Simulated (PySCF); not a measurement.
**SiCl3 (SMILES Cl[Si](Cl)Cl): levels of theory compared**

Wanted: a comparison of 6 runs (U-r2SCAN/STO-6G, UB3LYP/STO-6G, UPBE/STO-6G, USVWN5/STO-6G, UMP2/STO-6G, NEVPT2(3,3)/STO-6G) of SiCl3. The job is set up through a Python script.

The calculation is run with PySCF 2.14.0.

2 further runs of the same task are left out: 2 set aside as unsound or not needed.

## Step 1: The system as given

The species is SiCl3 (4 atoms), meant as a doublet with charge 0. As SMILES, `Cl[Si](Cl)Cl`. Geometry: relaxed at PBE0-D4/def2-TZVP.

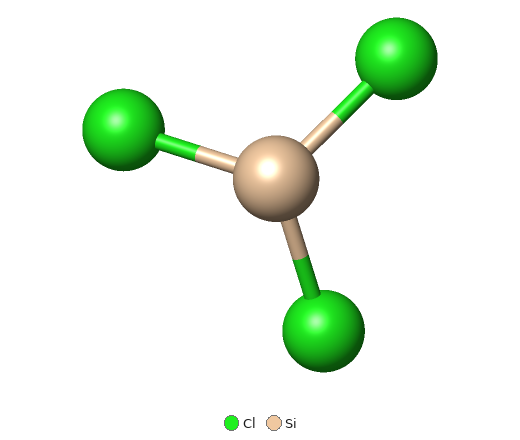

The structure, seen from a chosen angle (chlorine green, silicon light orange).

## Step 2: A single-point energy at U-r2SCAN/STO-6G (run 1)

Input file calc.py:

```python
from pyscf import gto, dft

mol = gto.Mole()
mol.atom = '''
Cl    -2.881454    -1.117962     1.946607
Si     0.219397     0.735859     0.586949
Cl     3.202519    -1.707934     0.413850
Cl    -0.540462     2.089848    -2.947406
'''
mol.spin = 1
mol.basis = 'sto-6g'
mol.max_memory = 1860
mol.unit = 'bohr'
mol.verbose = 4
mol.build()

ks = dft.UKS(mol)
ks.xc = 'r2scan'
ks.conv_tol = 1e-10
ks.grids.level = 5
ks.kernel()
if not ks.converged:
    ks = ks.newton().run(ks.mo_coeff, ks.mo_occ)

energy = ks.e_tot
print('E = %.10f Eh' % energy)
```

Command:

```console
$ OMP_NUM_THREADS=1 python calc.py
```

The log of the run:

```text
PySCF version 2.14.0

[INPUT] num. atoms = 4
[INPUT] num. electrons = 65
[INPUT] charge = 0
[INPUT] spin (= nelec alpha-beta = 2S) = 1
[INPUT] symmetry False subgroup None
[INPUT] Mole.unit = bohr
[INPUT] Symbol           X                Y                Z      unit          X                Y                Z       unit  Magmom
[INPUT]  1 Cl    -1.524799791114  -0.591600013075   1.030100063017 AA   -2.881454000000  -1.117962000000   1.946607000000 Bohr   0.0
[INPUT]  2 Si     0.116099892544   0.389399813250   0.310600034772 AA    0.219397000000   0.735859000000   0.586949000000 Bohr   0.0
[INPUT]  3 Cl     1.694700072338  -0.903799750555   0.218999988739 AA    3.202519000000  -1.707934000000   0.413850000000 Bohr   0.0
[INPUT]  4 Cl    -0.286000173768   1.105899935887  -1.559700086529 AA   -0.540462000000   2.089848000000  -2.947406000000 Bohr   0.0

nuclear repulsion = 322.527498837142
number of shells = 20
number of NR pGTOs = 216
number of NR cGTOs = 36
basis = sto-6g
ecp = {}

[... 37 lines left out ...]
WARN: HOMO -0.2101401044475 >= LUMO -0.210140104447503
[... 38 lines left out ...]
converged SCF energy = -1664.36338499895  <S^2> = 0.75152506  2S+1 = 2.0015245
E = -1664.3633849990 Eh
```

It took 16 s on 1 thread of Arm Neoverse V1, shared host; peak memory 0.28 GiB.

## Step 3: A single-point energy at UB3LYP/STO-6G (run 2)

Input file job.py:

```python
from pyscf import gto, dft

mol = gto.M(
    atom='''
Cl    -1.524800    -0.591600     1.030100
Si     0.116100     0.389400     0.310600
Cl     1.694700    -0.903800     0.219000
Cl    -0.286000     1.105900    -1.559700
''',
    max_memory=1860,
    charge=0,
    verbose=3,
    basis='sto-6g',
    spin=1,
)

mf = dft.UKS(mol, xc='b3lyp')
mf.conv_tol = 1e-10
mf.grids.level = 5
mf.kernel()
if not mf.converged:
    mf = mf.newton().run(mf.mo_coeff, mf.mo_occ)

energy = mf.e_tot
print(f'total energy: {energy:.8f} hartree')
```

Command:

```console
$ OMP_NUM_THREADS=1 python job.py
```

The log of the run:

```text
WARN: HOMO -0.208120414018706 >= LUMO -0.208120414018714

converged SCF energy = -1664.36800420807  <S^2> = 0.75123081  2S+1 = 2.0012304
total energy: -1664.36800421 hartree
```

Wall time 10 s (1 thread of Arm Neoverse V1, shared host); peak memory 0.28 GiB.

Runs 3 to 4 aren't shown in full; the table further down has their settings and results.

## Step 4: A single-point energy at UMP2/STO-6G (run 5)

Input file input.py:

```python
# Cl[Si](Cl)Cl
from pyscf import gto, mp

mol = gto.Mole()
mol.atom = '''
Cl  -1.524800  -0.591600   1.030100
Si   0.116100   0.389400   0.310600
Cl   1.694700  -0.903800   0.219000
Cl  -0.286000   1.105900  -1.559700
'''
mol.basis = 'sto-6g'
mol.charge = 0
mol.max_memory = 1860
mol.verbose = 3
mol.spin = 1
mol.build()

myscf = mol.UHF()
myscf.conv_tol = 1e-10
myscf.kernel()
if not myscf.converged:
    myscf = myscf.newton().run(myscf.mo_coeff, myscf.mo_occ)

pt = mp.MP2(myscf, frozen=20).run()
etot = pt.e_tot
print(f'total energy: {etot:.8f} hartree')
```

Command:

```console
$ OMP_NUM_THREADS=1 python input.py
```

The log of the run:

```text
converged SCF energy = -1661.96842515017  <S^2> = 0.75299831  2S+1 = 2.0029961
E(UMP2) = -1662.00620985309  E_corr = -0.0377847029148276
E(SCS-UMP2) = -1662.00809831403  E_corr = -0.0396731638586256
total energy: -1662.00620985 hartree
```

Wall time 2.1 s (1 thread of Arm Neoverse V1, shared host); peak memory 0.12 GiB.

## Step 5: A single-point energy at NEVPT2(3,3)/STO-6G (run 6)

Input file job.py:

```python
# Cl[Si](Cl)Cl
import numpy
from pyscf import gto, scf, mp, mcscf, mrpt

mol = gto.M(
    atom='''
Cl    -2.881454    -1.117962     1.946607
Si     0.219397     0.735859     0.586949
Cl     3.202519    -1.707934     0.413850
Cl    -0.540462     2.089848    -2.947406
''',
    verbose=4,
    charge=0,
    spin=1,
    basis='sto-6g',
    max_memory=1860,
    unit='bohr',
)

mf = scf.ROHF(mol)
mf.conv_tol = 1e-10
mf.kernel()
if not mf.converged:
    mf = mf.newton().run(mf.mo_coeff, mf.mo_occ)

pt = mp.MP2(scf.addons.convert_to_uhf(mf)).run()
noons, natorbs = mcscf.addons.make_natural_orbitals(pt)
print('natural occupations', numpy.round(noons[:40], 4))
cas = mcscf.CASSCF(mf, 3, 3)
cas.fix_spin_(ss=0.75)
cas.natorb = True
cas.kernel(natorbs)
e_pt2 = mrpt.NEVPT(cas).kernel()
e_final = cas.e_tot + e_pt2
print('Final energy', e_final)
```

Command:

```console
$ OMP_NUM_THREADS=1 python job.py
```

The log of the run:

```text
PySCF version 2.14.0

[INPUT] num. atoms = 4
[INPUT] num. electrons = 65
[INPUT] charge = 0
[INPUT] spin (= nelec alpha-beta = 2S) = 1
[INPUT] symmetry False subgroup None
[INPUT] Mole.unit = bohr
[INPUT] Symbol           X                Y                Z      unit          X                Y                Z       unit  Magmom
[INPUT]  1 Cl    -1.524799791114  -0.591600013075   1.030100063017 AA   -2.881454000000  -1.117962000000   1.946607000000 Bohr   0.0
[INPUT]  2 Si     0.116099892544   0.389399813250   0.310600034772 AA    0.219397000000   0.735859000000   0.586949000000 Bohr   0.0
[INPUT]  3 Cl     1.694700072338  -0.903799750555   0.218999988739 AA    3.202519000000  -1.707934000000   0.413850000000 Bohr   0.0
[INPUT]  4 Cl    -0.286000173768   1.105899935887  -1.559700086529 AA   -0.540462000000   2.089848000000  -2.947406000000 Bohr   0.0

nuclear repulsion = 322.527498837142
number of shells = 20
number of NR pGTOs = 216
number of NR cGTOs = 36
basis = sto-6g
ecp = {}

[... 37 lines left out ...]
converged SCF energy = -1661.96778010827
[... 34 lines left out ...]
sorting_mo_energy = False
[... 34 lines left out ...]
1-step CASSCF converged in  10 macro (149 JK  33 micro) steps
[... 2 lines left out ...]
Natural orbital (expansion on meta-Lowdin AOs) in CAS space
[... 11 lines left out ...]
CASSCF energy = -1661.97636312691
[... 2 lines left out ...]
******** <class 'pyscf.mrpt.nevpt2.NEVPT'> ********
NEVPT2 (2e+1e, 3o), ncore = 31, nvir = 2
root = 0
Natural occ [1.98486137 1.00056174 0.01457689]
Natural orbital (expansion on meta-Lowdin AOs) in CAS space
               #1        #2        #3
0 Cl 1s         -0.00002   0.00003   0.00002
0 Cl 2s          0.00086  -0.00168  -0.00093
0 Cl 3s         -0.02492   0.03285   0.01916
[... 32 lines of this table left out ...]
3 Cl 3pz         0.73679   0.24688   0.47180
<CAS-nat-orb|mo-hf>  32     24       0.46553171
<CAS-nat-orb|mo-hf>  32     25       0.65484183
<CAS-nat-orb|mo-hf>  33     33      -0.99994669
<CAS-nat-orb|mo-hf>  34     34      -0.68750065
<CAS-nat-orb|mo-hf>  34     36       0.69067652
Sr    (-1)',   E = -0.00014987656638
Si    (+1)',   E = -0.00176051281454
Sijrs (0)  ,   E = -0.01454545683763
Sijr  (+1) ,   E = -0.00935736646714
Srsi  (-1) ,   E = -0.00137995033254
Srs   (-2) ,   E = -0.00046736333113
Sij   (+2) ,   E = -0.00179812723563
Sir   (0)' ,   E = -0.00578458162128
Nevpt2 Energy = -0.035243235206264
Final energy -1662.011606362112
```

Run time: 3.3 s. Hardware: 1 thread of Arm Neoverse V1, shared host; peak memory 0.12 GiB.

## Step 6: The series

```
run               level  integration grid  frozen core orbitals   energy (Eh)  dipole moment (D) of the reference  HOMO energy (eV)  LUMO energy (eV)  wall time
  1     U-r2SCAN/STO-6G                 5                     –  -1664.363385                                1.89             -4.55             -2.59       16 s
  2       UB3LYP/STO-6G                 5                     –  -1664.368004                                1.87             -5.22             -2.33       10 s
  3         UPBE/STO-6G                 5                     –  -1663.622996                                1.70             -4.10             -2.85       11 s
  4       USVWN5/STO-6G                 5                     –  -1658.564875                                1.61             -4.01             -3.03      6.3 s
  5         UMP2/STO-6G                 –                    20  -1662.006210                                2.58             -8.85              2.20      2.1 s
  6  NEVPT2(3,3)/STO-6G                 –                     –  -1662.011606                                2.60                 –                 –      3.3 s
```

## Step 7: Results

| quantity | value |
| --- | --- |
| run 6: total energy | -1662.01161 Eh |
| run 6: dipole moment (Hartree–Fock density) | 2.60 D |

**Reading.** Over runs 1, 2, 3, 4 the dipole moment (its size) runs from 1.61 D (USVWN5/STO-6G) to 1.89 D (U-r2SCAN/STO-6G). Totals of different functionals can't be ranked against each other. In runs 1, 2, 3, 4, 5, 6 the basis is minimal, so the values are rough. All runs together took 48 s, the longest 16 s.
